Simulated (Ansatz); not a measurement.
## Pressure series in MgTe

Start from MgTe in the zinc blende structure (space group F-43m, No. 216; a = 6.4393 Å).

Cell and atoms are relaxed at each pressure.

All numbers come from plane-wave PAW DFT at the PBEsol level (Ansatz, an electronic-structure program, 420 eV), no spin-orbit coupling.

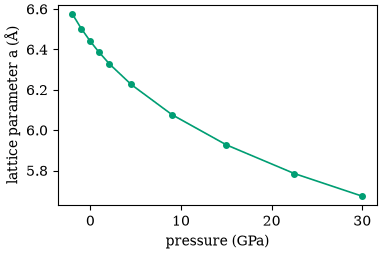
Figure: Lattice parameter a against pressure

From the plot, what is the lattice parameter a for pressure −2 GPa?

About 6.58 Å.

Is the trend monotonic over the range shown?

Yes, it falls throughout, spanning 5.673 Å to 6.576 Å.

Load acts through the strain it causes; cell and atoms are relaxed under it. Whether these cells are dynamically stable was not tested. Tetrahedral semiconductors of this kind turn to denser phases somewhere between about 1 and 50 GPa; those were not computed, so compressed cells here can lie past the real transition.
